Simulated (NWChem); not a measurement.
**One shape, several levels: C3H8Ge (SMILES C=C[CH2][GeH3])**

Wanted: a comparison of 3 runs (HF/STO-3G, HF/3-21G, B3LYP/6-31G*) of C3H8Ge. 

The calculation is run with NWChem 7.3.0.

### Step 1. Starting point

C3H8Ge: 12 atoms, total charge 0, spin state singlet. SMILES: `C=C[CH2][GeH3]`. Geometry: relaxed at PBE0-D4/def2-TZVP. This is one conformer, not always the lowest.

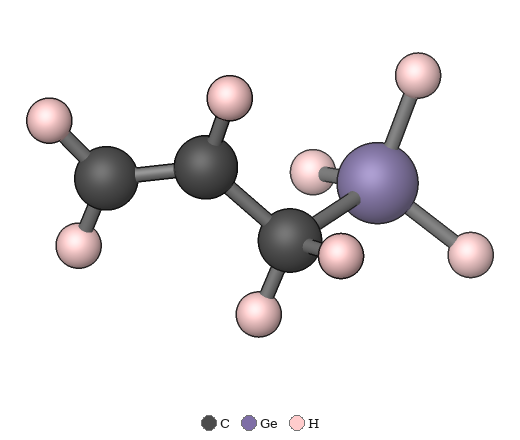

The structure, seen from a chosen angle (carbon dark grey, germanium purple, hydrogen pink).

### Step 2. Energy and forces at HF/STO-3G (run 1)

The input, struct.nw:

```
start struct
memory 2200 mb
geometry units angstroms noautosym nocenter noautoz
  C    -1.209100    1.668500    0.024400
  C    -0.122500    1.025200    0.434300
  C    -0.043100   -0.428000    0.728800
  Ge    0.939300   -1.388100   -0.686000
  H    -2.158000    1.155900   -0.101700
  H    -1.188200    2.728500   -0.197700
  H     0.805500    1.584400    0.542500
  H    -1.037400   -0.873800    0.807000
  H     0.486700   -0.614700    1.667200
  H     2.319400   -0.738000   -0.890100
  H     0.148400   -1.310600   -2.002100
  H     1.135900   -2.864300   -0.292700
end
basis "ao basis" spherical bse
  * library STO-3G
end
scf
  thresh 1e-08
  maxiter 80
  print medium
end
task scf gradient
```

The run is started by

```
$ nwchem struct.nw > struct.out
```

Output:

```text
[...]
  functions       =    41
[...]
  wavefunction    = RHF
[...]
         Total SCF energy =  -2168.596015885654
      One-electron energy =  -3533.355829478859
      Two-electron energy =   1116.199464289257
 Nuclear repulsion energy =    248.560349303948
        Time for solution =      4.0s
[...]
                         RHF ENERGY GRADIENTS
    atom               coordinates                        gradient
                 x          y          z           x          y          z
   1 C      -2.284868   3.153008   0.046109   -0.020278   0.013652  -0.008915
   2 C      -0.231491   1.937347   0.820708    0.024151  -0.040412   0.010681
   3 C      -0.081447  -0.808803   1.377232   -0.012567   0.042871   0.007639
   4 Ge      1.775020  -2.623129  -1.296352   -0.013535   0.012564   0.018900
   5 H      -4.078029   2.184334  -0.192185   -0.003351  -0.003740   0.000061
   6 H      -2.245372   5.156117  -0.373599    0.001636   0.002867  -0.000165
   7 H       1.522174   2.994082   1.025176    0.002272   0.002133  -0.000124
   8 H      -1.960402  -1.651243   1.525009   -0.005788  -0.005981  -0.002136
   9 H       0.919730  -1.161615   3.150551    0.006124  -0.004336   0.003756
  10 H       4.383030  -1.394618  -1.682045    0.035970   0.016844  -0.005585
  11 H       0.280435  -2.476675  -3.783420   -0.020410   0.002326  -0.033927
[...]
```

Wall time 5.7 s (1 thread of Intel Xeon Platinum 8488C (Sapphire Rapids), shared host); peak memory 0.1 GiB.

### Step 3. Energy and gradient at HF/3-21G (run 2)

The input, run.py:

```python
from ase import Atoms
from ase.calculators.nwchem import NWChem

atoms = Atoms(['C', 'C', 'C', 'Ge', 'H', 'H', 'H', 'H', 'H', 'H', 'H', 'H'], positions=[
    [-1.209100, 1.668500, 0.024400],
    [-0.122500, 1.025200, 0.434300],
    [-0.043100, -0.428000, 0.728800],
    [0.939300, -1.388100, -0.686000],
    [-2.158000, 1.155900, -0.101700],
    [-1.188200, 2.728500, -0.197700],
    [0.805500, 1.584400, 0.542500],
    [-1.037400, -0.873800, 0.807000],
    [0.486700, -0.614700, 1.667200],
    [2.319400, -0.738000, -0.890100],
    [0.148400, -1.310600, -2.002100],
    [1.135900, -2.864300, -0.292700],
])

calc = NWChem(
    label='c3h8ge',
    theory='scf',
    memory='2200 mb',
    basis='3-21G',
    basispar='spherical bse',
    scf={'nopen': '0', 'rhf': None, 'thresh': '1e-08', 'maxiter': '80'},
)
atoms.calc = calc

forces = atoms.get_forces()
print(f"energy = {atoms.get_potential_energy():.6f} eV")
print("forces (eV/A):")
for s, f in zip(atoms.symbols, forces):
    print(f"{s:2s} {f[0]:10.5f} {f[1]:10.5f} {f[2]:10.5f}")
print("dipole (e A):", atoms.get_dipole_moment().round(4))
```

The run is started by

```
$ export ASE_NWCHEM_COMMAND="nwchem PREFIX.nwi > PREFIX.nwo"
$ python run.py
```

Output:

```text
energy = -59400.044068 eV
forces (eV/A):
C     0.22050   -0.16584    0.09343
C    -0.27583    1.08058   -0.20471
C     0.12007   -0.79499    0.10454
Ge   -0.06325    0.00977    0.02916
H     0.35096    0.24420    0.04181
H    -0.04278   -0.40012    0.06968
H    -0.35646   -0.23958   -0.00427
H     0.25757    0.17802    0.06937
H    -0.23109    0.11256   -0.18337
H     0.03034    0.02761    0.00159
H    -0.00936   -0.01265   -0.02936
H    -0.00067   -0.03954    0.01219
dipole (e A): [-0.0086 -0.0104  0.0848]
```

The calculator wrote c3h8ge.nwi:

```
title "c3h8ge"

permanent_dir c3h8ge

scratch_dir c3h8ge

start c3h8ge

geometry units angstrom nocenter noautosym noautoz
  C  -1.2091000000000001e+00 1.6685000000000001e+00 2.4400000000000002e-02
  C  -1.2250000000000000e-01 1.0251999999999999e+00 4.3430000000000002e-01
  C  -4.3099999999999999e-02 -4.2799999999999999e-01 7.2880000000000000e-01
  Ge 9.3930000000000002e-01 -1.3880999999999999e+00 -6.8600000000000005e-01
  H  -2.1579999999999999e+00 1.1558999999999999e+00 -1.0170000000000000e-01
  H  -1.1881999999999999e+00 2.7284999999999999e+00 -1.9769999999999999e-01
  H  8.0549999999999999e-01 1.5844000000000000e+00 5.4249999999999998e-01
  H  -1.0374000000000001e+00 -8.7380000000000002e-01 8.0700000000000005e-01
  H  4.8670000000000002e-01 -6.1470000000000002e-01 1.6672000000000000e+00
  H  2.3193999999999999e+00 -7.3799999999999999e-01 -8.9010000000000000e-01
  H  1.4840000000000000e-01 -1.3106000000000000e+00 -2.0021000000000000e+00
  H  1.1358999999999999e+00 -2.8643000000000001e+00 -2.9270000000000002e-01
end

memory 2200 mb

basis spherical bse noprint
   * library 3-21G
end

scf
  nopen 0
  rhf
  thresh 1e-08
  maxiter 80
end

task scf gradient
```

c3h8ge.nwo:

```text
Northwest Computational Chemistry Package (NWChem) 7.3.0
             --------------------------------------------------------

           Job information
           ---------------

    nwchem branch   = 7.3.0
    use scalapack   = T
    input           = c3h8ge.nwi
    prefix          = c3h8ge.
    data base       = c3h8ge/c3h8ge.db
    status          = startup
    nproc           =        1

           Memory information
           ------------------

[... 5 lines left out ...]
    hardfail = no
[... 139 lines left out ...]
         Quadratically convergent ROHF
[... 14 lines left out ...]
       Final RHF  results
[... 4 lines left out ...]
      Two-electron energy =   1104.385555174797
[... 48 lines left out ...]
                       ROHF Final Molecular Orbital Analysis
[... 248 lines left out ...]
                 ----------------------------------------
                 |  Time  |  1-e(secs)   |  2-e(secs)   |
                 ----------------------------------------
                 |  CPU   |       0.01   |       0.85   |
                 ----------------------------------------
                 |  WALL  |       0.01   |       0.85   |
                 ----------------------------------------

 Task  times  cpu:        5.5s     wall:        5.5s
 Total times  cpu:        5.5s     wall:        5.5s
```

It took 6.6 s on 1 thread of Intel Xeon Platinum 8488C (Sapphire Rapids), shared host; peak memory 0.1 GiB.

### Step 4. Energy and forces at B3LYP/6-31G(d) (Cartesian functions) (run 3)

The input, struct.nw:

```
start struct
memory total 2200 mb
charge 0

geometry units angstrom noautosym nocenter noautoz
C     -1.209100     1.668500     0.024400
C     -0.122500     1.025200     0.434300
C     -0.043100    -0.428000     0.728800
Ge     0.939300    -1.388100    -0.686000
H     -2.158000     1.155900    -0.101700
H     -1.188200     2.728500    -0.197700
H      0.805500     1.584400     0.542500
H     -1.037400    -0.873800     0.807000
H      0.486700    -0.614700     1.667200
H      2.319400    -0.738000    -0.890100
H      0.148400    -1.310600    -2.002100
H      1.135900    -2.864300    -0.292700
end

basis "ao basis" cartesian
* library 6-31G*
end

dft
xc b3lyp
grid fine
convergence energy 1e-08
maxiter 100
mulliken
end

task dft gradient
```

The run is started by

```
$ nwchem struct.nw > struct.out
```

Output:

```text
[...]
          Wavefunction type:  closed shell.
          No. of atoms     :    12
          No. of electrons :    58
[...]
          Charge           :     0
          Spin multiplicity:     1
[...]
          AO basis - number of functions:    96
[...]
              XC Information
              --------------
                         B3LYP Method XC Potential
                     Hartree-Fock (Exact) Exchange  0.200
                        Slater Exchange Functional  0.800 local
                    Becke 1988 Exchange Functional  0.720 non-local
              Lee-Yang-Parr Correlation Functional  0.810
                  VWN I RPA Correlation Functional  0.190 local
[...]
 d= 0,ls=0.0,diis     1  -2195.8198363214 -2.44D+03  7.85D-03  1.18D+00     4.0
[...]
 d= 0,ls=0.0,diis    10  -2195.8662395757 -2.55D-10  2.39D-07  1.15D-09    30.0
         Total DFT energy =    -2195.866239575737
      One electron energy =    -3547.118613827541
           Coulomb energy =     1200.969879236253
    Exchange-Corr. energy =      -98.277854288398
 Nuclear repulsion energy =      248.560349303948
[...]
      Total Density - Mulliken Population Analysis
     ---------------------------------------------
    Atom       Charge   Shell Charges
 -----------   ------   -------------------------------------------------------
    1 C    6     6.34   1.99  0.70  2.07  0.58  0.99  0.01
    2 C    6     6.04   1.99  0.71  2.05  0.49  0.78  0.01
    3 C    6     6.42   1.99  0.68  2.11  0.62  0.99  0.02
    4 Ge  32    32.00   2.00  1.99  6.00  1.93  5.99  1.33  2.21  0.13  0.30  6.92  2.95  0.26
    5 H    1     0.87   0.53  0.34
    6 H    1     0.86   0.53  0.33
    7 H    1     0.87   0.53  0.33
    8 H    1     0.84   0.53  0.31
    9 H    1     0.84   0.52  0.31
   10 H    1     0.98   0.49  0.49
[...]
  wavefunction    = closed shell
[...]
```

It took 38 s on 1 thread of Intel Xeon Platinum 8488C (Sapphire Rapids), shared host; peak memory 0.13 GiB.

### Step 5. Overview of the runs

| run | level | Cartesian functions | iteration cap | energy (Eh) | dipole moment (D) | HOMO energy (eV) | LUMO energy (eV) | wall time |
| --- | --- | --- | --- | --- | --- | --- | --- | --- |
| 1 | HF/STO-3G | no | 80 | -2168.596016 | 0.51 | -7.70 | 8.76 | 5.7 s |
| 2 | HF/3-21G | no | 80 | -2182.911374 | 0.41 | -9.33 | 4.36 | 6.6 s |
| 3 | B3LYP/6-31G* (Cartesian functions) | yes | 100 | -2195.866240 | 0.58 | -6.60 | 0.38 | 38 s |

### Step 6. Summary of results

```
                       quantity           value
            run 3: total energy  -2195.86624 Eh
           run 3: dipole moment          0.58 D
             run 3: HOMO energy        -6.60 eV
             run 3: LUMO energy         0.38 eV
           run 3: HOMO–LUMO gap         6.98 eV
run 3: largest force on an atom      0.387 eV/Å
```

The dipole moment (its size) runs from 0.41 D (HF/3-21G) to 0.58 D (B3LYP/6-31G*). The two ends differ in method and basis. The HOMO–LUMO gap runs from 6.98 eV (B3LYP/6-31G*) to 16.46 eV (HF/STO-3G). In run 1 the basis is minimal, so the values are rough. All runs together took 50 s, the longest 38 s.
